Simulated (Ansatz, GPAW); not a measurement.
# Polarising a 5-layer slab of Ca(110) with a field along the normal

The dipole of the cell at several fields, atoms fixed. What does the strongest field give, and what length does the slope stand for?

Set-up. GPAW 26.7.0, plane waves (400 eV), PAW setups, PBE, 6×8 mesh, a dipole layer in the vacuum; geometry relaxed without an applied field with Ansatz 0.2.0. The cell's area is 22.02 Å², and e/ε0 = 180.95 V Å.

What came out, but for one run:

| field (V/Å) | dipole (e Å) |
| --- | --- |
| −0.2 | −0.3035 |
| −0.1 | −0.1520 |
| −0.05 | −0.0764 |
| 0.05 | 0.0747 |
| 0.1 | 0.1503 |
| 0.2 | 0.3017 |
| 0.3 | ? |

Q: What is the dipole at 0.3 V/Å?

**Working.** A line through the 6 points has the slope α = 1.513 e Å per V/Å and the intercept p₀ = −0.0009 e Å (r.m.s. residual 9.4e−05). At 0.3 V/Å it gives p = −0.0009 + 1.513 × 0.3 = 0.4529 e Å; the run gives 0.4539 e Å, so the response stays linear to 0.2 % of the induced part. Dividing by ε0 and the area: α/(ε0 A) = 1.513 × 180.95 / 22.02 = 12.43 Å, against 7.67 Å between the outer nuclei. A metal screens fully, so the excess of 4.76 Å puts the image planes about 2.38 Å outside the outer atoms on average.

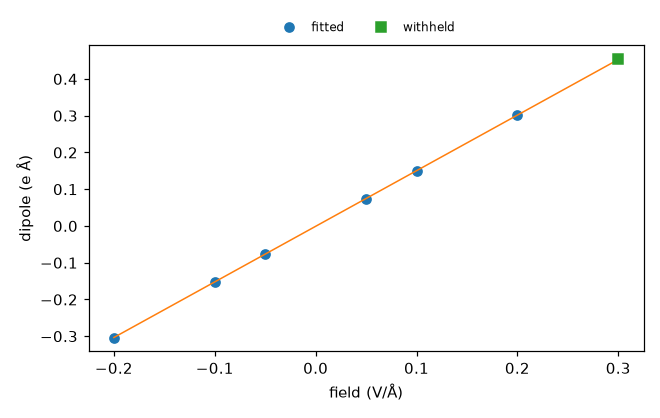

The line and the withheld run.

**Limits.** This is the electronic response alone; ions that move would add to it in polar layers. No run was spin-polarised, so magnetic states weren't tested.
